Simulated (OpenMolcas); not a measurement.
**Run report: CH₅AlO, property calculation (part 2 of 2)**

CH₅AlO, SMILES O[CH2][AlH2]; MN15-L/ANO-L-MB, RKS, PCM solvent carbontetrachloride (OpenMolcas 26.06). The geometry: force field.

Geometry of the input (Å):
```
O  -1.1412  0.7659  -0.7901
C  -0.2746  0.6974  0.2475
Al 0.8894  -0.8776  -0.0463
H  -1.8068  0.1264  -0.6494
H  -0.7955  0.6018  1.2067
H  0.3615  1.6271  0.2715
H  0.3226  -2.3438  -0.1052
H  2.5366  -0.6542  -0.1906
```

Log, continued:
```
 *****************************************************************************************************************************
 *                                             SCF/KS-DFT Program, Final results                                             *
 *                                                       Final Results                                                       *
 *****************************************************************************************************************************

::    Total KS-DFT energy                            -358.3948001368
      One-electron energy                            -603.0320350150
      Two-electron energy                             206.1963078308
      Nuclear repulsion energy                         38.4409270474
      Kinetic energy (interpolated)                   357.3772947978
      Virial theorem                                    1.0028471460
      Total spin, S(S+1)                                0.0000000000
      Total spin, S                                     0.0000000000
      Max non-diagonal density matrix element           0.0000070988
      Max non-diagonal Fock matrix element              0.0000022787

      All orbitals with orbital energies smaller than  E(LUMO)+0.5 are printed

++    Molecular orbitals:
      -------------------

      Title: RKS-DFT orbitals

      Molecular orbitals for symmetry species 1: a

      Basis set list:
        1 O1     1s                  9 C2     2py                17 AL3    3py
        2 O1     2s                 10 C2     2pz                18 AL3    2pz
        3 O1     2px                11 AL3    1s                 19 AL3    3pz
        4 O1     2py                12 AL3    2s                 20 H4     1s
        5 O1     2pz                13 AL3    3s                 21 H5     1s
        6 C2     1s                 14 AL3    2px                22 H6     1s
        7 C2     2s                 15 AL3    3px                23 H7     1s
        8 C2     2px                16 AL3    2py                24 H8     1s

  Index Energy  Occupation Coefficients ...

    1  -55.8717    2.0000         11 AL3    1s     ( 1.000),

    2  -18.9787    2.0000          1 O1     1s     ( 1.000),

    3  -10.2297    2.0000          6 C2     1s     ( 1.001),

    4   -4.2258    2.0000         12 AL3    2s     ( 1.000),

    5   -2.7227    2.0000         18 AL3    2pz    ( 0.970),

    6   -2.7162    2.0000         14 AL3    2px    (-0.593),    16 AL3    2py    ( 0.768),

    7   -2.7160    2.0000         14 AL3    2px    ( 0.787),    16 AL3    2py    ( 0.616),

    8   -1.0941    2.0000          2 O1     2s     ( 0.760),

    9   -0.6840    2.0000          7 C2     2s     ( 0.640),

   10   -0.5163    2.0000          3 O1     2px    (-0.450),     4 O1     2py    (-0.258),    10 C2     2pz    ( 0.428),    20 H4     1s     ( 0.291),
                                  21 H5     1s     ( 0.261),

   11   -0.4351    2.0000          5 O1     2pz    (-0.386),     8 C2     2px    ( 0.482),     9 C2     2py    ( 0.344),    22 H6     1s     ( 0.375),

   12   -0.4310    2.0000          4 O1     2py    ( 0.357),     8 C2     2px    (-0.283),     9 C2     2py    ( 0.385),    10 C2     2pz    ( 0.204),
                                  13 AL3    3s     (-0.314),

   13   -0.3416    2.0000          4 O1     2py    ( 0.398),    13 AL3    3s     ( 0.499),    23 H7     1s     ( 0.340),    24 H8     1s     ( 0.286),

   14   -0.3041    2.0000          2 O1     2s     (-0.379),     5 O1     2pz    ( 0.672),

   15   -0.2623    2.0000         15 AL3    3px    ( 0.363),    17 AL3    3py    ( 0.308),    23 H7     1s     (-0.443),    24 H8     1s     ( 0.468),

   16   -0.2036    2.0000          3 O1     2px    ( 0.443),     4 O1     2py    (-0.588),     5 O1     2pz    (-0.309),     9 C2     2py    ( 0.397),

   17   -0.0845    0.0000         19 AL3    3pz    ( 0.989),

   18    0.0753    0.0000          7 C2     2s     (-0.854),     8 C2     2px    (-0.481),     9 C2     2py    ( 0.495),    13 AL3    3s     ( 0.892),
                                  15 AL3    3px    (-0.584),    17 AL3    3py    ( 0.638),

   19    0.1714    0.0000         13 AL3    3s     (-0.793),    15 AL3    3px    (-0.794),    24 H8     1s     ( 1.080),

   20    0.2181    0.0000         17 AL3    3py    ( 1.061),    23 H7     1s     ( 1.127),

   21    0.2953    0.0000          2 O1     2s     (-0.737),    10 C2     2pz    (-0.704),    15 AL3    3px    ( 0.710),    20 H4     1s     ( 0.745),
                                  21 H5     1s     ( 0.492),    22 H6     1s     (-0.501),    23 H7     1s     ( 0.467),    24 H8     1s     (-0.474),

   22    0.3494    0.0000          8 C2     2px    (-0.860),     9 C2     2py    (-0.829),    22 H6     1s     ( 1.165),

   23    0.3758    0.0000          7 C2     2s     (-1.107),     8 C2     2px    ( 0.624),    21 H5     1s     ( 1.114),

--

++    Molecular charges:
      ------------------

      Mulliken charges per centre and basis function type
      ---------------------------------------------------

                O1      C2      AL3     H4      H5      H6      H7      H8
      1s       2.0008  2.0016  2.0000  0.6423  0.8613  0.8340  1.0496  1.0908
      2s       1.7997  1.3210  2.0013  0.0000  0.0000  0.0000  0.0000  0.0000
      2px      1.4054  1.0816  2.0001  0.0000  0.0000  0.0000  0.0000  0.0000
      2pz      1.6296  0.9358  2.0000  0.0000  0.0000  0.0000  0.0000  0.0000
      2py      1.7091  1.3135  2.0000  0.0000  0.0000  0.0000  0.0000  0.0000
      3s       0.0000  0.0000  1.0336  0.0000  0.0000  0.0000  0.0000  0.0000
      3px      0.0000  0.0000  0.6707  0.0000  0.0000  0.0000  0.0000  0.0000
      3pz      0.0000  0.0000  0.0439  0.0000  0.0000  0.0000  0.0000  0.0000
      3py      0.0000  0.0000  0.5743  0.0000  0.0000  0.0000  0.0000  0.0000
      Total    8.5446  6.6535 12.3238  0.6423  0.8613  0.8340  1.0496  1.0908

      N-E     -0.5446 -0.6535  0.6762  0.3577  0.1387  0.1660 -0.0496 -0.0908

      Total electronic charge=   32.000000

      Total            charge=   -0.000000
--

++    Static properties:
      ------------------

      LoProp Charges per center

                   O1       C2       AL3      H4       H5       H6       H7       H8
      Nuclear      8.0000   6.0000  13.0000   1.0000   1.0000   1.0000   1.0000   1.0000
      Electronic  -8.3809  -6.4318 -12.5336  -0.7307  -0.9125  -0.8842  -1.0467  -1.0796

      Total       -0.3809  -0.4318   0.4664   0.2693   0.0875   0.1158  -0.0467  -0.0796
--

++    Natural Bond Order analysis
      ---------------------------
      Based on LoProp computed density
      -------------------------------------------------------------------------------------
      Atom A       Atom B       Bond Order
      -------------------------------------------------------------------------------------
      NBO located      0.998 non-bonded electrons on atom O1
      NBO located      1.003 non-bonded electrons on atom C2
      NBO located      0.989 non-bonded electrons on atom AL3
      NBO located      1.000 non-bonded electrons on atom AL3
      NBO located      1.000 non-bonded electrons on atom AL3
      NBO located      0.997 non-bonded electrons on atom AL3
      NBO located      0.998 non-bonded electrons on atom AL3
      The remaining   10.824 electrons are to be considered as diffuse
--

++    Molecular properties:
      ---------------------

      Charge (e):
                      =   -0.0000
      Dipole Moment (debye):
      Origin of the operator (angstrom)=    0.0512   -0.0618   -0.1729
                   X= -6.7034E-01               Y= -1.5177E+00               Z=  8.6976E-01           Total=  1.8733E+00
      Quadrupole Moment (debye*angstrom):
      Origin of the operator (angstrom)=    0.0512   -0.0618   -0.1729
                  XX= -3.5983E+01              XY=  2.1556E+00              XZ=  1.2245E-01              YY= -3.8216E+01
                  YZ=  3.2797E-01              ZZ= -3.0482E+01
      In traceless form (debye*angstrom)
                  XX= -1.6345E+00              XY=  3.2333E+00              XZ=  1.8368E-01              YY= -4.9830E+00
                  YZ=  4.9195E-01              ZZ=  6.6174E+00
--

--- Stop Module: scf /rc=_RC_ALL_IS_WELL_ ---
--- Module scf spent 3 seconds ---

--- Start Module: localisation ---

                                           &LOCALISATION

                       available to each process: 1.9 GB of memory, 1 thread

 Header from vector file:

* RKS-DFT orbitals / -999_CUSTOM_FUNCTIONAL

 Cholesky localisation
 Convergence threshold:   1.0000E-08 (decomposition)
 Frozen orbitals      :      0
 Orbitals to localise :     16

 CPU  time for localisation procedure:      0.00 seconds

++    Molecular orbitals:
      -------------------

      Title: Final localised MO's

      Molecular orbitals for symmetry species 1: a

      Basis set list:
        1 O1     1s                  9 C2     2py                17 AL3    3py
        2 O1     2s                 10 C2     2pz                18 AL3    2pz
        3 O1     2px                11 AL3    1s                 19 AL3    3pz
        4 O1     2py                12 AL3    2s                 20 H4     1s
        5 O1     2pz                13 AL3    3s                 21 H5     1s
        6 C2     1s                 14 AL3    2px                22 H6     1s
        7 C2     2s                 15 AL3    3px                23 H7     1s
        8 C2     2px                16 AL3    2py                24 H8     1s

  Index Energy  Occupation Coefficients ...

    1    0.0000    2.0000         12 AL3    2s     ( 1.004),

    2    0.0000    2.0000          6 C2     1s     ( 1.002),

    3    0.0000    2.0000         16 AL3    2py    ( 1.001),

    4    0.0000    2.0000         14 AL3    2px    ( 1.001),

    5    0.0000    2.0000          1 O1     1s     ( 1.001),

    6    0.0000    2.0000         18 AL3    2pz    ( 1.000),

    7    0.0000    2.0000         11 AL3    1s     ( 1.000),

    8    0.0000    2.0000          2 O1     2s     ( 0.943),

    9    0.0000    2.0000          4 O1     2py    ( 0.895),

   10    0.0000    2.0000          5 O1     2pz    ( 0.849),

   11    0.0000    2.0000          3 O1     2px    ( 0.727),    20 H4     1s     (-0.379),

   12    0.0000    2.0000          9 C2     2py    ( 0.722),    22 H6     1s     ( 0.369),

   13    0.0000    2.0000          7 C2     2s     ( 0.673),

   14    0.0000    2.0000         13 AL3    3s     ( 0.310),    15 AL3    3px    ( 0.382),    24 H8     1s     ( 0.590),

   15    0.0000    2.0000         13 AL3    3s     ( 0.453),    17 AL3    3py    (-0.282),    23 H7     1s     ( 0.541),

   16    0.0000    2.0000          8 C2     2px    ( 0.506),    10 C2     2pz    (-0.407),    21 H5     1s     (-0.460),

   17   -0.0845    0.0000         19 AL3    3pz    ( 0.989),

   18    0.0753    0.0000          7 C2     2s     (-0.854),     8 C2     2px    (-0.481),     9 C2     2py    ( 0.495),    13 AL3    3s     ( 0.892),
                                  15 AL3    3px    (-0.584),    17 AL3    3py    ( 0.638),

   19    0.1714    0.0000         13 AL3    3s     (-0.793),    15 AL3    3px    (-0.794),    24 H8     1s     ( 1.080),

   20    0.2181    0.0000         17 AL3    3py    ( 1.061),    23 H7     1s     ( 1.127),

   21    0.2953    0.0000          2 O1     2s     (-0.737),    10 C2     2pz    (-0.704),    15 AL3    3px    ( 0.710),    20 H4     1s     ( 0.745),
                                  21 H5     1s     ( 0.492),    22 H6     1s     (-0.501),    23 H7     1s     ( 0.467),    24 H8     1s     (-0.474),

   22    0.3494    0.0000          8 C2     2px    (-0.860),     9 C2     2py    (-0.829),    22 H6     1s     ( 1.165),

   23    0.3758    0.0000          7 C2     2s     (-1.107),     8 C2     2px    ( 0.624),    21 H5     1s     ( 1.114),

   24    0.4356    0.0000          3 O1     2px    ( 0.784),    10 C2     2pz    ( 0.891),    20 H4     1s     ( 0.971),    21 H5     1s     (-0.772),

--

--- Stop Module: localisation /rc=_RC_ALL_IS_WELL_ ---

.##################.
.# Happy landing! #.
.##################.

    Timing: Wall=5.46 User=4.90 System=0.51
```

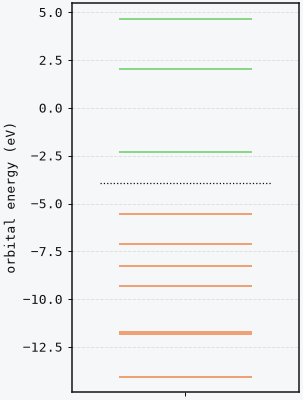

Fig. 1: Orbital energies near the frontier; the dotted line parts filled from empty levels, and levels within 0.02 eV of each other stand side by side. Highest filled −5.54 eV, lowest empty −2.30 eV, 3.24 eV apart.

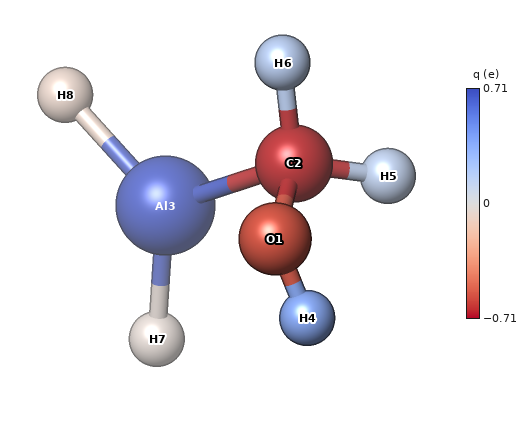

Fig. 2: Mulliken charges, as the colour of each atom (ball-and-stick view, seen at an oblique angle; atoms are numbered from 1 in the order of the input). By element: O −0.54, C −0.65, Al +0.68 and H −0.09 to +0.36 e.

Results in brief:

```json
{"quantity": "outcome", "value": "converged"}
{"quantity": "total energy", "value": "−358.394800 hartree"}
{"quantity": "basis functions", "value": "24"}
{"quantity": "HOMO", "value": "−5.54 eV"}
{"quantity": "LUMO", "value": "−2.30 eV"}
{"quantity": "dipole moment", "value": "1.87 debye"}
{"quantity": "wall time", "value": "5.7 s"}
{"quantity": "peak memory", "value": "0.081 GiB"}
```

Notes:

Settings chosen away from the usual ones: iter set to 75 (from default).
